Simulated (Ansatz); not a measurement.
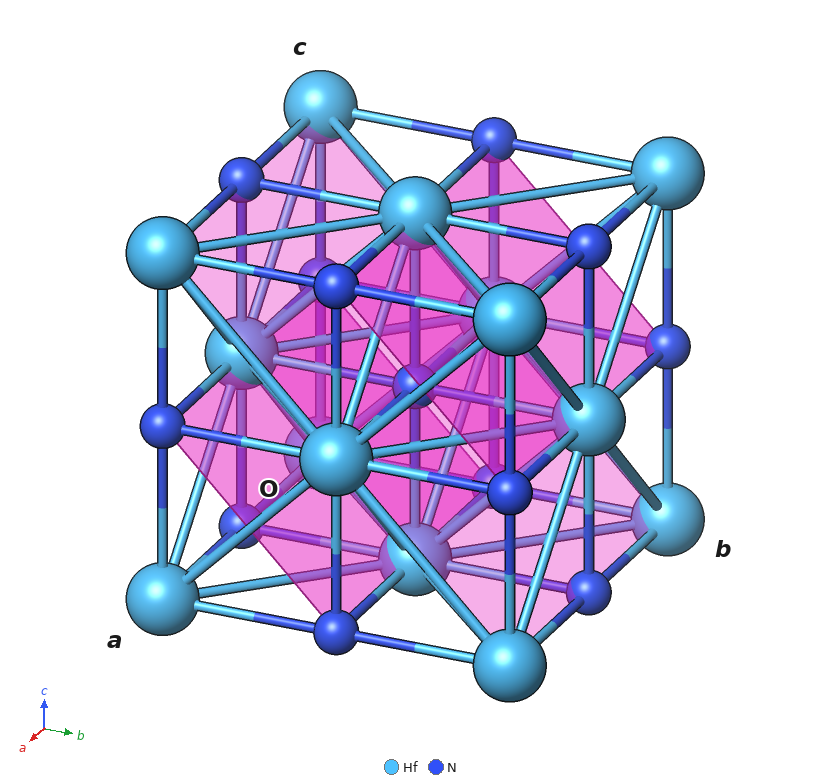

Every member of one family of equally spaced planes, hx + ky + lz = a whole number, that cuts the unit cell is shaded (one member passes through the origin O, touching the cell only at an edge or corner). Crystal: HfN, a calculation's input that goes back to an entry of the Crystallography Open Database (an earlier step may have relaxed or displaced it). The drawing is computed from the coordinates (standard cell, symmetry found to 0.002 Å).

a = 4.518 Å, b = 4.518 Å, c = 4.518 Å, α = 90.00°, β = 90.00°, γ = 90.00°.

Q: What are the Miller indices?

A: (0 2 2); the opposite sign names the same planes. The member next to the origin meets the axes a never, b at 1/2, c at 1/2.

Q: What is the spacing?

A: d = 1.597 Å.

Q: Which atoms of the cell lie in these planes (within 0.03 Å)?

A: all 4 Hf, all 4 N.

Q: The space group is No. 225, Fm-3m. How many reflections hkl are equivalent to this one (itself included), and does it occur?

A: 12 reflections are equivalent in the Laue class m-3m. The space group allows the reflection.
